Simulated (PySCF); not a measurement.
**WO(OH)2: relaxation and vibrations of the singlet**

Aim: relax WO(OH)2 as a singlet from a trigonal planar start, check by its vibrations whether the end is a minimum, and collect its spectrum and constants.

Method: PBE0, basis W def2-TZVP with ECP60, O def2-TZVP, H def2-TZVP, scalar-relativistic core potentials, no spin–orbit coupling, density fitting; program: PySCF 2.14.0.

## Step 1: Where the work starts

6 atoms, charge 0, spin multiplicity 1.

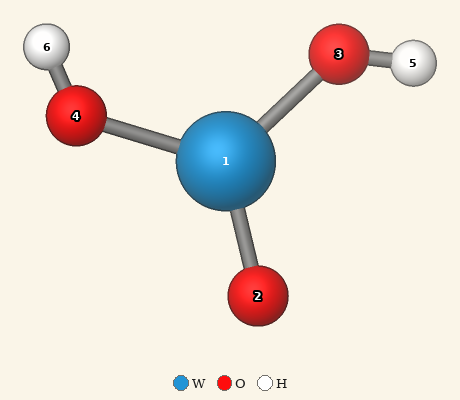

The starting geometry (tungsten blue, oxygen red, hydrogen white); atoms are numbered from 1 in the order of the file.

Z-matrix (Å, degrees; charge 0 multiplicity 1):
```
W
O  1 1.7700
O  1 2.0000 2 120.00
O  1 2.0000 2 120.00 3 180.00
H  3 0.9600 1 130.00 2 0.00
H  4 0.9600 1 130.00 2 180.00
```

## Step 2: First SCF at the start

The steps below are one call of a driver around PySCF. For each, scf.py gives the equivalent set-up of the SCF; relaxations use the driver's own optimiser. After this first run the driver tries any further starts and a stability analysis.

scf.py reads:

```python
from pyscf import gto, scf, dft
mol = gto.M(atom='''
W      0.000000     0.000000     0.000000
O      1.770000     0.000000     0.000000
O     -1.000000     1.732100     0.000000
O     -1.000000    -1.732100     0.000000
H     -0.671700     2.634200     0.000000
H     -1.945400    -1.898800     0.000000''',
    basis={'W': 'def2-TZVP', 'O': 'def2-TZVP', 'H': 'def2-TZVP'},
    ecp={'W': 'def2-TZVP'},
    charge=0, spin=0)
mf = dft.RKS(mol, xc='PBE0')
mf.grids.atom_grid = (50, 194)
aux = {'W': 'def2-universal-JKFIT', 'O': 'def2-universal-JKFIT', 'H': 'def2-universal-JKFIT'}
mf = mf.density_fit(auxbasis=aux)
mf.conv_tol = 1e-08
mf.diis_space = 10
mf.max_cycle = 60
mf.init_guess = 'minao'
mf.verbose = 4
mf.kernel()
```

Launch:

```console
$ OMP_NUM_THREADS=4 python axn.py task.json out
```

The program printed (excerpt; [...] marks lines left out):

```text
[... the frontier levels of the middle cycles are left out ...]
init E= -274.028073932449
  HOMO = -0.293204661307012  LUMO = -0.26532083173181  gap/eV = 0.75876
cycle= 1 E= -293.273820841198  delta_E= -19.2  |g|= 1.77  |ddm|= 7.79
  HOMO = -0.186629794658131  LUMO = -0.166873377516904  gap/eV = 0.53760
cycle= 2 E= -285.304271098445  delta_E= 7.97  |g|= 5.88  |ddm|= 3.91
  HOMO = -0.168029561494819  LUMO = -0.0391894173486917  gap/eV = 3.50592
cycle= 3 E= -293.742184609572  delta_E= -8.44  |g|= 0.845  |ddm|= 3.46
cycle= 4 E= -293.763175895937  delta_E= -0.021  |g|= 0.831  |ddm|= 0.907
cycle= 5 E= -293.882965297021  delta_E= -0.12  |g|= 0.203  |ddm|= 0.429
cycle= 6 E= -293.891352014244  delta_E= -0.00839  |g|= 0.0949  |ddm|= 0.185
cycle= 7 E= -293.892961750875  delta_E= -0.00161  |g|= 0.0306  |ddm|= 0.038
cycle= 8 E= -293.893127976598  delta_E= -0.000166  |g|= 0.00839  |ddm|= 0.0152
cycle= 9 E= -293.893141993871  delta_E= -1.4e-05  |g|= 0.00138  |ddm|= 0.00561
cycle= 10 E= -293.893142511606  delta_E= -5.18e-07  |g|= 0.000227  |ddm|= 0.00165
cycle= 11 E= -293.89314257976  delta_E= -6.82e-08  |g|= 7.98e-05  |ddm|= 0.000945
cycle= 12 E= -293.893142589567  delta_E= -9.81e-09  |g|= 2.18e-05  |ddm|= 0.000473
  HOMO = -0.229895794982841  LUMO = -0.108410704324413  gap/eV = 3.30578
Extra cycle  E= -293.893142589112  delta_E= 4.54e-10  |g|= 5.86e-05  |ddm|= 6.26e-05
converged SCF energy = -293.893142589112
```

This step, with its further starts and checks, needed 19 s of wall time on 4 threads of Arm Neoverse V2, shared host.

Energies from each starting density:

```tsv
start	energy (Eh)
the minimal-basis guess	-293.893143
a thermally smeared density	-293.893143
a smeared PBE density	-293.893143
```

The test of internal stability and the other starts found no lower closed-shell solution.

## Step 3: Trigonal planar start, singlet: relaxation

The program finds Cs symmetry in the start, which this walk keeps.

Edit scf.py of step 2 so:

```diff
@@ -3,6 +3,6 @@
-W      0.000000     0.000000     0.000000
-O      1.770000     0.000000     0.000000
-O     -1.000000     1.732100     0.000000
-O     -1.000000    -1.732100     0.000000
-H     -0.671700     2.634200     0.000000
-H     -1.945400    -1.898800     0.000000''',
+W      0.026999    -0.003168     0.000000
+O      1.796999    -0.003168     0.000000
+O     -0.973001     1.728932     0.000000
+O     -0.973001    -1.735268     0.000000
+H     -0.644701     2.631032     0.000000
+H     -1.918401    -1.901968     0.000000''',
@@ -19 +18,0 @@
-mf.init_guess = 'minao'
```

The optimiser's trace:

```tsv
step	energy (Eh)	change (kJ/mol)	largest symmetric gradient (Eh/bohr)
0	-293.893143	0.00	0.09358
1	-293.920857	-72.76	0.06531
2	-293.924692	-82.83	0.01403
3	-293.925311	-84.46	0.00365
4	-293.925617	-85.26	0.00330
5	-293.925745	-85.60	0.00192
6	-293.925786	-85.71	0.00193
7	-293.925843	-85.86	0.00284
8	-293.925889	-85.98	0.00241
9	-293.925920	-86.06	0.00116
10	-293.925927	-86.08	0.00021
11	-293.925928	-86.08	0.00007
```

The walk took 37 s.

Geometry (Å) and forces (eV/Å) at some steps:

```
step 0
W    0.027  -0.003   0.000   0.680   0.414   0.000
O    1.797  -0.003   0.000  -4.812  -0.136   0.000
O   -0.973   1.729   0.000   1.793  -3.071   0.000
O   -0.973  -1.735   0.000   2.135   2.663   0.000
H   -0.645   2.631   0.000   0.177  -0.069   0.000
H   -1.918  -1.902   0.000   0.027   0.199   0.000
step 1
W   -0.002   0.008   0.000  -3.358   0.150   0.000
O    1.656  -0.007   0.000   1.551  -0.130   0.000
O   -0.930   1.657   0.000   0.941  -0.341   0.000
O   -0.919  -1.657   0.000   0.289   0.698   0.000
H   -0.622   2.578   0.000  -0.123  -0.592   0.000
H   -1.869  -1.863   0.000   0.700   0.214   0.000
step 6
W   -0.124   0.033   0.000   0.016  -0.010   0.000
O    1.555  -0.020   0.000   0.033   0.014   0.000
O   -0.894   1.719   0.000  -0.020   0.009   0.000
O   -0.887  -1.660   0.000  -0.100   0.060   0.000
H   -0.538   2.609   0.000   0.015  -0.029   0.000
H   -1.797  -1.964   0.000   0.056  -0.044   0.000
step 11
W   -0.142   0.046   0.000  -0.002   0.002   0.000
O    1.538  -0.004   0.000  -0.001  -0.003   0.000
O   -0.895   1.741   0.000   0.000  -0.003   0.000
O   -0.912  -1.637   0.000   0.004   0.003   0.000
H   -0.493   2.612   0.000   0.000   0.002   0.000
H   -1.780  -2.041   0.000  -0.001  -0.001   0.000
```

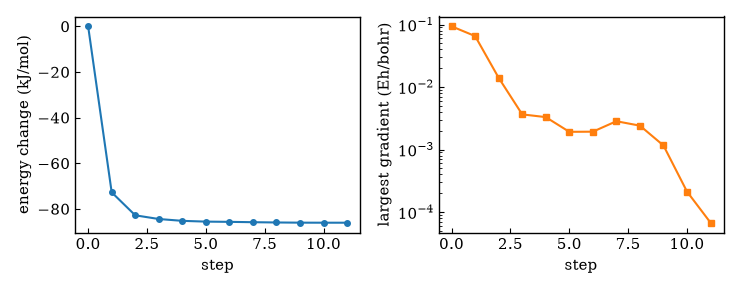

Energy and largest gradient along the walk.

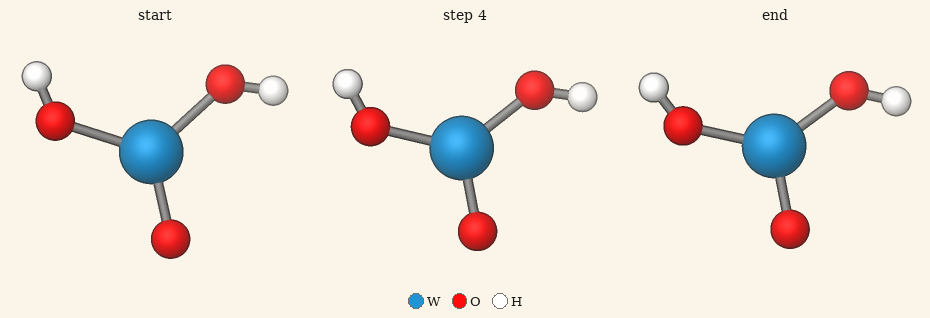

Start and end of the relaxation, with a step between.

It settles in Cs symmetry, 86.1 kJ/mol below the start, after 11 steps: O–H 0.957 Å, O–H 0.959 Å, W–O 1.681 Å, W–O 1.851 Å, W–O 1.855 Å; H–O–W 131.2°, H–O–W 139.5°, O–W–O 112.9°, O–W–O 115.7°, O–W–O 131.5°.

## Step 4: Vibrations and properties at this point

On the finer grid the gradient is checked again; gradients at displacements of ±0.02 bohr then give force constants and infrared intensities.

Edit scf.py of step 3 so:

```diff
@@ -3,6 +3,6 @@
-W      0.026999    -0.003168     0.000000
-O      1.796999    -0.003168     0.000000
-O     -0.973001     1.728932     0.000000
-O     -0.973001    -1.735268     0.000000
-H     -0.644701     2.631032     0.000000
-H     -1.918401    -1.901968     0.000000''',
+W     -0.001792     0.000873     0.000000
+O      1.678112    -0.050786     0.000000
+O     -0.755752     1.695587     0.000000
+O     -0.772084    -1.682355     0.000000
+H     -0.354366     2.566604     0.000000
+H     -1.639194    -2.086189     0.000000''',
@@ -13 +13 @@
-mf.grids.atom_grid = (50, 194)
+mf.grids.atom_grid = (75, 302)
@@ -16 +16 @@
-mf.conv_tol = 1e-08
+mf.conv_tol = 1e-10
```

This SCF starts from the last density.

Log of the central SCF (cycles and frontier levels):

```text
init E= -293.925889394102
  HOMO = -0.210983445995215  LUMO = -0.0668023223031895  gap/eV = 3.92337
cycle= 1 E= -293.925889394105  delta_E= -2.56e-12  |g|= 1.3e-06  |ddm|= 1.8e-06
  HOMO = -0.210983783186187  LUMO = -0.0668026470790686  gap/eV = 3.92337
Extra cycle  E= -293.925889394106  delta_E= -1.36e-12  |g|= 2.96e-06  |ddm|= 3.29e-06
converged SCF energy = -293.925889394106
```

The whole step took 2.3 min.

Geometry: Cs; O–H 0.957 Å, O–H 0.959 Å, W–O 1.681 Å, W–O 1.851 Å, W–O 1.855 Å; H–O–W 131.3°, H–O–W 139.6°, O–W–O 112.8°, O–W–O 115.7°, O–W–O 131.4°.

Harmonic modes (main isotopes):

```json
{"symmetry": "a''", "ω (cm⁻¹)": "133", "IR (km/mol)": "23.5"}
{"symmetry": "a'", "ω (cm⁻¹)": "175", "IR (km/mol)": "25.3"}
{"symmetry": "a'", "ω (cm⁻¹)": "263", "IR (km/mol)": "10.5"}
{"symmetry": "a'", "ω (cm⁻¹)": "370", "IR (km/mol)": "125"}
{"symmetry": "a''", "ω (cm⁻¹)": "401", "IR (km/mol)": "5.0"}
{"symmetry": "a''", "ω (cm⁻¹)": "425", "IR (km/mol)": "142"}
{"symmetry": "a'", "ω (cm⁻¹)": "481", "IR (km/mol)": "197"}
{"symmetry": "a'", "ω (cm⁻¹)": "761", "IR (km/mol)": "50.9"}
{"symmetry": "a'", "ω (cm⁻¹)": "769", "IR (km/mol)": "113"}
{"symmetry": "a'", "ω (cm⁻¹)": "1075", "IR (km/mol)": "135"}
{"symmetry": "a'", "ω (cm⁻¹)": "3918", "IR (km/mol)": "267"}
{"symmetry": "a'", "ω (cm⁻¹)": "3951", "IR (km/mol)": "261"}
```

All wavenumbers are real: a minimum.

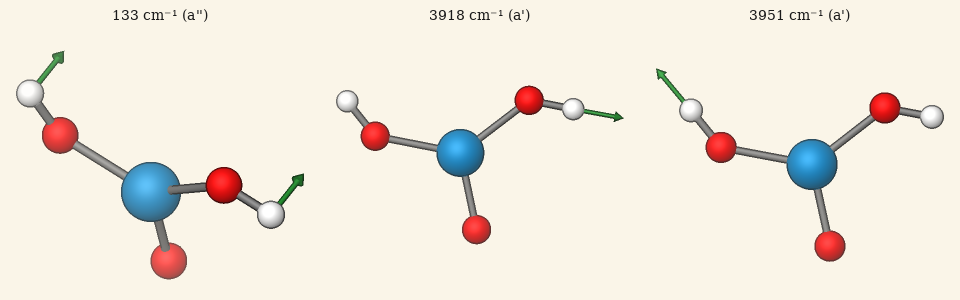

How the atoms move in 3 of the modes.

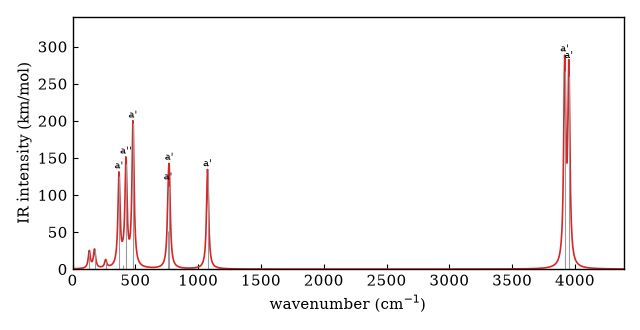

The harmonic infrared spectrum (widths in cm⁻¹). Lines are broadened to a width of 20 cm⁻¹ (Lorentzian).

Properties at this point:

```yaml
Dipole_moment: 3.27 D
Highest_occupied_level: -5.74 eV
Lowest_empty_level: -1.82 eV
Rotational_constants: 0.2535, 0.1647, 0.09983 cm⁻¹
Zero-point_energy: 76.1 kJ/mol
Principal_polarisabilities: 50.3, 54.1, 54.9 bohr³
Atomisation_energy_without_zero-point_energy: 2515 kJ/mol
Principal_traceless_quadrupole_moments_about_the_centre_of_mass: -7.09, -7.06, 14.15 D Å
Entropy_at_298.15_K_and_1_bar: 329.8 J/(mol K)
Heat_capacity_Cp_at_298.15_K: 87.5 J/(mol K)
Enthalpy_at_298.15_K_above_0_K: 18.11 kJ/mol
Rotational_symmetry_number: 1
```

Populations by atom (charges in e):

```csv
atom,Mulliken,Löwdin,polar tensor,Mayer order to W1
W1,1.01,0.52,1.37,–
O2,-0.47,-0.28,-0.64,2.22
O3,-0.63,-0.30,-0.72,1.17
O4,-0.63,-0.29,-0.74,1.15
"H5,6",0.36,0.18,0.36,0.02
```

Outer orbital energies (eV). occupied: -11.94, -11.28, -11.27, -10.95, -10.50, -10.11, -9.66, -5.74; empty: -1.82, -1.29, -0.17, 0.16.

Mulliken populations on W1 (outside its core potential): s 2.96, p 6.29, d 3.61, f 0.13.

## Step 5: Stability of the closed shell

At the lowest minimum the closed shell is tested against spin polarisation, on the (50, 194) grid. It is stable.

## Step 6: What came out

```
                                 quantity                                                                                                                                  value
                                  minimum                                                                                                                            singlet, Cs
                                 geometry  O–H 0.957 Å, O–H 0.959 Å, W–O 1.681 Å, W–O 1.851 Å, W–O 1.855 Å; H–O–W 131.3°, H–O–W 139.6°, O–W–O 112.8°, O–W–O 115.7°, O–W–O 131.4°
                       wavenumbers (cm⁻¹)           133 (a''), 175 (a'), 263 (a'), 370 (a'), 401 (a''), 425 (a''), 481 (a'), 761 (a'), 769 (a'), 1075 (a'), 3918 (a'), 3951 (a')
                            dipole moment                                                                                                                                 3.27 D
     highest occupied, lowest empty level                                                                                                                        -5.74, -1.82 eV
                polar-tensor charge of W1                                                                                                                                +1.37 e
                        zero-point energy                                                                                                                            76.1 kJ/mol
                      entropy at 298.15 K                                                                                                                        329.8 J/(mol K)
atomisation energy (no zero-point energy)                                                                                                                            2515 kJ/mol
```

The trigonal planar start keeps its Cs symmetry and ends in a minimum. The strongest infrared band lies at 3918 cm⁻¹ (a'). Other starts or spin states, not run here, may lie lower. With an element this heavy the missing spin–orbit coupling can shift these numbers.

The search up to here needed 3.3 min of wall time on 4 threads of Arm Neoverse V2, shared host.
